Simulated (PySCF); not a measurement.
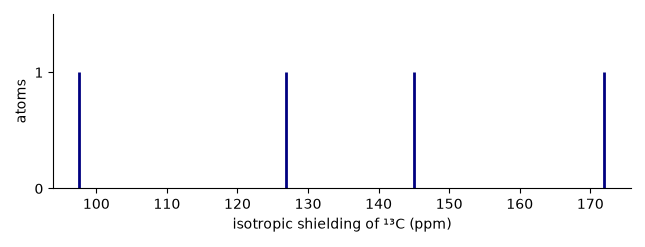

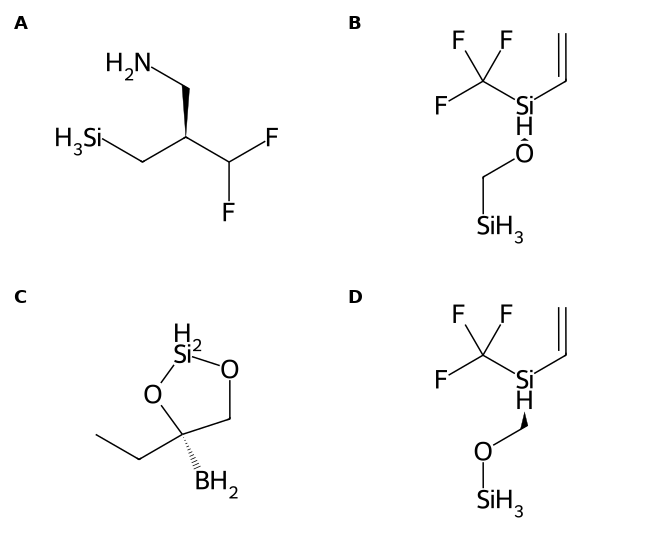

The sticks are computed shieldings of one of the molecules, for one fixed geometry (GFN2-xTB) without averaging over rotations. Low shielding means a high chemical shift. Method: GIAO PBE0/pcSseg-1 NMR shielding, non-relativistic, gas phase (PySCF 2.14.0).

Question: Which molecule gives this pattern?

Answer: C, `B[C@@]1(CC)CO[SiH2]O1`. Its 4 C atoms give lines at 97.6, 126.9, 145.1, 172.0 ppm.

The geometry is semi-empirical. Around B, Si such bond lengths and angles can be off by a tenth of an ångström or more and by several degrees, and values that hang on the shape move with them.
